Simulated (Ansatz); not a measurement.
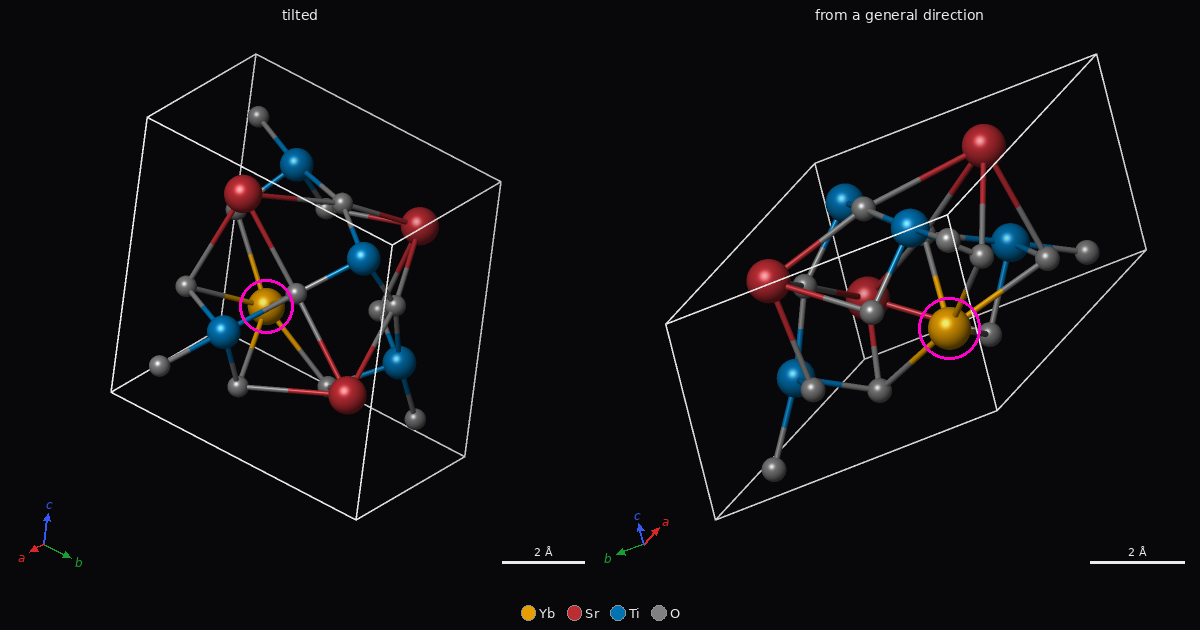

This ball-and-stick model is shown slightly off an axis and from a general direction. The wireframe shows the supercell. The host is SrTiO3, in a cell of 20 sites, and the cell is neutral. A ring marks the defect's site.

Q: Name the defect and give its surroundings.

A: Ytterbium on a strontium site (a substitutional impurity). It is bonded to eight O at about 2.5 to 2.6 Å.

The atoms were relaxed in the host's cell with DFT PBE+U, scalar-relativistic, plane waves, PAW in Ansatz.
